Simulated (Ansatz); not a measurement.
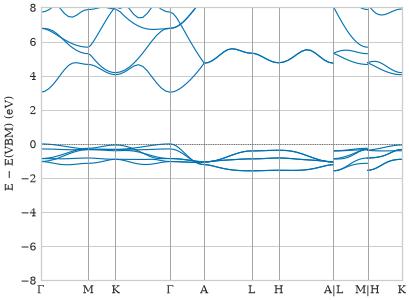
Figure. Band structure from DFT-r²SCAN in the program Ansatz with PAW potentials

Question: Read off the gap and where the band edges lie.

Answer: About 3.0 eV (3.03 eV by a search for the band edges); maximum at Γ, minimum at Γ.

Question: Which compound is it?
A. SrO, P6_3/mmc (Sr on 2d, O on 2c)
B. WS2, P6_3/mmc (W on 2c, S on 4f)
C. GaN, wurtzite
D. WSe2, P6_3/mmc (W on 2c, Se on 4f)

Answer: A, SrO, P6_3/mmc (Sr on 2d, O on 2c)

The first step of the workflow began from a Materials Project structure, measured or hypothetical; the Crystallography Open Database copy checked does not list it. It is not the phase usual at ambient conditions (space group No. 225). The cell was relaxed with r²SCAN under the symmetry of its start; phonons on a q-mesh show no instability. Spin–orbit coupling is left out wherever it is not named.

Potentials: the later of the program's two PAW sets.
